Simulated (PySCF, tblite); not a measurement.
# C₆H₈FN: a rotation path, then NMR shifts on frames, part 2 of 2

tblite 0.8.0 and PySCF 2.14.0. Atoms count from 0. Earlier steps stand in the parts before.

## 5. Nuclear shieldings: image 4, PBE0/pcSseg-1

Job settings and geometry (Å):

```
{"job": {"kind": "nmr", "xc": "PBE0", "basis": "pcSseg-1", "pop": false}, "charge": 0, "multiplicity": 1}
C      2.154500     0.465200     0.626400
C      1.346000    -0.046500    -0.558600
C     -0.115200    -0.109700    -0.251200
N     -1.015800    -0.640400    -1.132700
C     -2.276200    -0.559600    -0.629900
C     -2.213200     0.034500     0.599700
C     -0.852600     0.313400     0.826800
F     -0.380600     0.906400     1.941800
H      2.030300    -0.198600     1.477200
H      3.209900     0.520500     0.372900
H      1.819500     1.457200     0.914300
H      1.701100    -1.042900    -0.845100
H      1.500300     0.615000    -1.418300
H     -0.770000    -1.042300    -2.021800
H     -3.123600    -0.917600    -1.178400
H     -3.022100     0.254300     1.265300
```

With the program's defaults for keys left out, this is: GIAO PBE0/pcSseg-1 NMR shielding, non-relativistic, gas phase.

Standard output:

```text
coarse grid: 13624 points
cycle   1  E = -387.4431450786  dE =  1.414e+00  |g| = 5.181e-01  |ddm| = 3.723e+00
cycle   2  E = -387.4293098574  dE =  1.384e-02  |g| = 6.103e-01  |ddm| = 1.101e+00
cycle   3  E = -387.5012615409  dE = -7.195e-02  |g| = 9.030e-02  |ddm| = 6.147e-01
cycle   4  E = -387.5025481227  dE = -1.287e-03  |g| = 4.014e-02  |ddm| = 9.683e-02
cycle   5  E = -387.5028987426  dE = -3.506e-04  |g| = 1.039e-02  |ddm| = 4.164e-02
cycle   6  E = -387.5029222497  dE = -2.351e-05  |g| = 3.511e-03  |ddm| = 1.136e-02
cycle   7  E = -387.5029246995  dE = -2.450e-06  |g| = 6.323e-04  |ddm| = 3.203e-03
final grid: 132824 points
cycle   8  E = -387.5540424960  dE = -4.164e-05  |g| = 8.618e-03  |ddm| = 3.674e-02
cycle   9  E = -387.5540351509  dE =  7.345e-06  |g| = 1.086e-02  |ddm| = 1.614e-02
cycle  10  E = -387.5540599097  dE = -2.476e-05  |g| = 1.406e-03  |ddm| = 9.249e-03
cycle  11  E = -387.5540602487  dE = -3.390e-07  |g| = 2.645e-04  |ddm| = 1.449e-03
cycle  12  E = -387.5540602601  dE = -1.136e-08  |g| = 1.375e-04  |ddm| = 3.145e-04
cycle  13  E = -387.5540602642  dE = -4.125e-09  |g| = 2.968e-05  |ddm| = 1.312e-04
cycle  14  E = -387.5540602644  dE = -1.860e-10  |g| = 7.855e-06  |ddm| = 2.852e-05
converged SCF energy = -387.5540602644

GIAO shielding tensors (ppm)
atom      isotropic    diamagn.    paramagn.     s11        s22        s33       span
  0 C      174.481     246.328     -71.848    167.119    174.105    182.218     15.099
  1 C      162.602     245.488     -82.887    155.495    157.498    174.812     19.317
  2 C       70.247     259.908    -189.661     19.399     54.512    136.831    117.433
  3 N      106.545     328.160    -221.615     21.193    125.862    172.580    151.387
  4 C       72.322     250.911    -178.589     -0.334     68.720    148.580    148.914
  5 C       82.850     258.778    -175.927     19.444     70.953    158.154    138.710
  6 C       28.024     247.507    -219.483    -16.442     32.101     68.413     84.855
  7 F      354.719     475.435    -120.716    292.945    327.374    443.838    150.893
  8 H       30.038      30.084      -0.046     26.091     28.703     35.321      9.230
  9 H       30.490      27.626       2.863     25.532     28.030     37.906     12.374
 10 H       29.758      30.209      -0.452     25.030     29.318     34.926      9.896
 11 H       29.059      30.075      -1.016     23.315     28.939     34.922     11.607
 12 H       28.929      29.855      -0.926     23.489     28.406     34.892     11.403
 13 H       24.835      33.588      -8.754     18.581     25.547     30.376     11.795
 14 H       25.377      29.380      -4.003     22.061     25.538     28.531      6.470
 15 H       25.611      30.998      -5.386     23.138     25.959     27.737      4.599
```

Run time: 20 s. Hardware: 1 thread of Arm Neoverse V1, shared host; peak memory 0.84 GiB.

This run: δ C6 158.9, C2 116.7, C4 114.6, C5 104.1, H13 6.88, H14 6.34 ppm.

## 6. Nuclear shieldings: image 6, PBE0/pcSseg-1

Job settings and geometry (Å):

```
{"job": {"kind": "nmr", "xc": "PBE0", "basis": "pcSseg-1", "pop": false}, "charge": 0, "multiplicity": 1}
C      2.193100     0.117800     0.636500
C      1.301800     0.270400    -0.594400
C     -0.143800     0.078000    -0.276400
N     -0.922000    -0.827100    -0.937500
C     -2.197400    -0.785600    -0.472100
C     -2.267400     0.158200     0.516500
C     -0.971700     0.693300     0.630800
F     -0.606100     1.662900     1.494000
H      2.095600    -0.882800     1.049700
H      3.234000     0.288700     0.371500
H      1.909900     0.838500     1.397400
H      1.592700    -0.463800    -1.350600
H      1.448200     1.268400    -1.017700
H     -0.585000    -1.434600    -1.665500
H     -2.961500    -1.415500    -0.879700
H     -3.128100     0.442300     1.086100
```

Method: GIAO PBE0/pcSseg-1 NMR shielding, non-relativistic, gas phase.

Standard output:

```text
coarse grid: 13624 points
cycle   1  E = -387.4442867986  dE =  1.409e+00  |g| = 5.173e-01  |ddm| = 3.690e+00
cycle   2  E = -387.4314467561  dE =  1.284e-02  |g| = 6.070e-01  |ddm| = 1.077e+00
cycle   3  E = -387.5024682982  dE = -7.102e-02  |g| = 8.665e-02  |ddm| = 6.024e-01
cycle   4  E = -387.5036276382  dE = -1.159e-03  |g| = 3.892e-02  |ddm| = 9.303e-02
cycle   5  E = -387.5039506335  dE = -3.230e-04  |g| = 1.042e-02  |ddm| = 4.099e-02
cycle   6  E = -387.5039746386  dE = -2.401e-05  |g| = 3.465e-03  |ddm| = 1.161e-02
cycle   7  E = -387.5039770658  dE = -2.427e-06  |g| = 6.832e-04  |ddm| = 3.184e-03
final grid: 132824 points
cycle   8  E = -387.5551346049  dE = -3.939e-05  |g| = 8.857e-03  |ddm| = 3.447e-02
cycle   9  E = -387.5551264326  dE =  8.172e-06  |g| = 1.128e-02  |ddm| = 1.659e-02
cycle  10  E = -387.5551528272  dE = -2.639e-05  |g| = 1.422e-03  |ddm| = 9.659e-03
cycle  11  E = -387.5551531779  dE = -3.507e-07  |g| = 2.504e-04  |ddm| = 1.471e-03
cycle  12  E = -387.5551531874  dE = -9.584e-09  |g| = 1.377e-04  |ddm| = 2.981e-04
cycle  13  E = -387.5551531916  dE = -4.171e-09  |g| = 2.932e-05  |ddm| = 1.338e-04
cycle  14  E = -387.5551531918  dE = -1.825e-10  |g| = 8.473e-06  |ddm| = 2.981e-05
converged SCF energy = -387.5551531918

GIAO shielding tensors (ppm)
atom      isotropic    diamagn.    paramagn.     s11        s22        s33       span
  0 C      171.449     246.738     -75.290    157.602    170.936    185.808     28.207
  1 C      161.653     244.577     -82.924    150.253    160.325    174.381     24.128
  2 C       68.016     259.149    -191.133     10.168     54.697    139.183    129.015
  3 N      104.133     327.957    -223.824     17.507    131.268    163.622    146.115
  4 C       74.406     251.100    -176.694      5.969     68.713    148.535    142.566
  5 C       82.391     259.111    -176.720     19.313     69.253    158.608    139.295
  6 C       28.253     248.058    -219.805    -18.084     32.603     70.239     88.323
  7 F      355.309     475.002    -119.693    288.927    331.649    445.352    156.425
  8 H       30.629      30.017       0.612     26.863     29.011     36.015      9.152
  9 H       30.573      28.021       2.552     26.021     27.514     38.183     12.162
 10 H       29.856      30.105      -0.250     24.233     30.171     35.164     10.931
 11 H       29.595      30.966      -1.371     23.885     30.039     34.861     10.976
 12 H       28.570      29.477      -0.908     24.383     26.988     34.339      9.956
 13 H       24.808      33.913      -9.105     18.761     25.469     30.194     11.434
 14 H       25.516      29.508      -3.991     22.117     25.494     28.938      6.821
 15 H       25.550      30.939      -5.389     23.120     25.851     27.680      4.560
```

Wall time 20 s (1 thread of Arm Neoverse V1, shared host); peak memory 0.84 GiB.

Key values: δ C6 158.7, C2 118.9, C4 112.5, C5 104.5, H13 6.91, H14 6.20 ppm.

## 7. Nuclear shieldings: image 8, PBE0/pcSseg-1

Job settings and geometry (Å):

```
{"job": {"kind": "nmr", "xc": "PBE0", "basis": "pcSseg-1", "pop": false}, "charge": 0, "multiplicity": 1}
C      2.181600    -0.211800     0.480300
C      1.279800     0.538700    -0.503500
C     -0.160500     0.249600    -0.255200
N     -0.762100    -0.912400    -0.644300
C     -2.064900    -0.920300    -0.260500
C     -2.333100     0.251100     0.394400
C     -1.127600     0.975400     0.393500
F     -0.947600     2.195700     0.936000
H      2.041700    -1.286900     0.388200
H      3.226300     0.018400     0.286300
H      1.944900     0.079800     1.500500
H      1.539900     0.255000    -1.527400
H      1.440600     1.612300    -0.396200
H     -0.296400    -1.648900    -1.147500
H     -2.706800    -1.750400    -0.476900
H     -3.263400     0.563800     0.820800
```

Level: GIAO PBE0/pcSseg-1 NMR shielding, non-relativistic, gas phase.

Standard output:

```text
coarse grid: 13624 points
cycle   1  E = -387.4452992833  dE =  1.407e+00  |g| = 5.166e-01  |ddm| = 3.673e+00
cycle   2  E = -387.4339286044  dE =  1.137e-02  |g| = 6.019e-01  |ddm| = 1.070e+00
cycle   3  E = -387.5032829423  dE = -6.935e-02  |g| = 8.335e-02  |ddm| = 5.871e-01
cycle   4  E = -387.5043423029  dE = -1.059e-03  |g| = 3.748e-02  |ddm| = 8.929e-02
cycle   5  E = -387.5046350621  dE = -2.928e-04  |g| = 1.064e-02  |ddm| = 3.994e-02
cycle   6  E = -387.5046602674  dE = -2.521e-05  |g| = 3.512e-03  |ddm| = 1.206e-02
cycle   7  E = -387.5046628196  dE = -2.552e-06  |g| = 7.139e-04  |ddm| = 3.271e-03
final grid: 132824 points
cycle   8  E = -387.5558557534  dE = -4.067e-05  |g| = 8.872e-03  |ddm| = 3.237e-02
cycle   9  E = -387.5558473601  dE =  8.393e-06  |g| = 1.134e-02  |ddm| = 1.648e-02
cycle  10  E = -387.5558739096  dE = -2.655e-05  |g| = 1.431e-03  |ddm| = 9.853e-03
cycle  11  E = -387.5558742699  dE = -3.603e-07  |g| = 2.632e-04  |ddm| = 1.505e-03
cycle  12  E = -387.5558742809  dE = -1.103e-08  |g| = 1.409e-04  |ddm| = 3.067e-04
cycle  13  E = -387.5558742853  dE = -4.324e-09  |g| = 2.980e-05  |ddm| = 1.355e-04
cycle  14  E = -387.5558742854  dE = -1.900e-10  |g| = 8.662e-06  |ddm| = 3.178e-05
converged SCF energy = -387.5558742854

GIAO shielding tensors (ppm)
atom      isotropic    diamagn.    paramagn.     s11        s22        s33       span
  0 C      167.433     246.514     -79.081    155.256    160.913    186.130     30.875
  1 C      165.138     244.428     -79.290    151.170    170.123    174.122     22.952
  2 C       66.775     258.529    -191.754      5.925     55.283    139.118    133.192
  3 N      108.025     327.866    -219.841     23.026    123.595    177.454    154.428
  4 C       72.775     251.123    -178.348      2.128     67.632    148.565    146.437
  5 C       83.944     259.759    -175.815     21.380     70.239    160.213    138.833
  6 C       29.879     249.255    -219.376    -15.294     33.296     71.634     86.928
  7 F      355.543     474.813    -119.270    286.493    338.469    441.666    155.174
  8 H       30.687      30.496       0.190     25.867     30.277     35.917     10.050
  9 H       30.455      28.134       2.321     26.227     27.036     38.101     11.874
 10 H       30.501      29.844       0.657     26.184     29.561     35.759      9.575
 11 H       29.362      30.040      -0.679     24.692     28.044     35.349     10.657
 12 H       28.756      30.036      -1.280     23.824     28.411     34.032     10.208
 13 H       24.719      34.232      -9.513     18.448     25.790     29.919     11.471
 14 H       25.369      29.653      -4.284     21.980     25.476     28.652      6.672
 15 H       25.612      30.902      -5.291     23.101     25.863     27.870      4.769
```

It took 19 s on 1 thread of Arm Neoverse V1, shared host; peak memory 0.84 GiB.

This run: δ C6 157.0, C2 120.1, C4 114.2, C5 103.0, H13 7.00, H14 6.35 ppm.

## 8. Run by run: NMR shifts

Shifts (ppm) of some atoms, chosen among heavy atoms and hydrogens apart, with basis size and wall time:

| frame | C2 | C4 | C1 | C0 | H12 | H8 | N3 | functions | time |
| --- | --- | --- | --- | --- | --- | --- | --- | --- | --- |
| image 0 | 120.3 | 113.7 | 22.6 | 19.6 | 2.27 | 1.27 | 160.2 | 176 | 21 s |
| image 2 | 118.6 | 112.9 | 25.0 | 14.2 | 2.19 | 2.15 | 163.1 | 176 | 20 s |
| image 4 | 116.7 | 114.6 | 24.3 | 12.4 | 2.79 | 1.68 | 161.2 | 176 | 20 s |
| image 6 | 118.9 | 112.5 | 25.3 | 15.5 | 3.15 | 1.09 | 163.6 | 176 | 20 s |
| image 8 | 120.1 | 114.2 | 21.8 | 19.5 | 2.96 | 1.03 | 159.7 | 176 | 19 s |

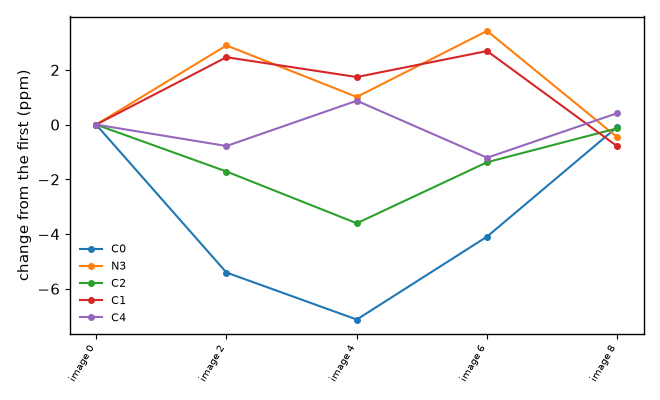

How five of the tabulated atoms move from run to run.

## 9. What came out

The summary covers parts 1 to 2.

| quantity | value |
| --- | --- |
| barrier | 0.049 eV (1.1 kcal/mol) at image 4 |
| end to end (GFN2-xTB) | -0.002 eV |
| 13C shifts against TMS (PBE0/pcSseg-1, image 0) | 157.3, 120.3, 113.7, 103.4, 22.6, 19.6 ppm |
| 1H shifts against TMS (PBE0/pcSseg-1, image 0) | 6.97, 6.31, 6.13, 3.02, 2.27, 1.27, 1.20, 1.01 ppm |
| 15N shifts against NH3 (PBE0/pcSseg-1, image 0) | 160.2 ppm |
| 19F shifts against CFCl3 (PBE0/pcSseg-1, image 0) | -184.8 ppm |
| range of the shift of C0 | 12.4 to 19.6 ppm |

In words: Along the band the dihedral turns by 197°, and the top (dihedral 185°) lies 1.1 kcal/mol above the start (GFN2-xTB, rough), so at room temperature this motion is fast. The top was not checked by a frequency run. Shifts at one fixed geometry are not the observed spectrum, which averages over the motion. NICS(1)zz of -27 ppm above the planar ring from C2 marks a diatropic (aromatic) ring current. Across the 5 runs the shift of C0 moves most, between 12.4 (image 4) and 19.6 ppm (image 0).
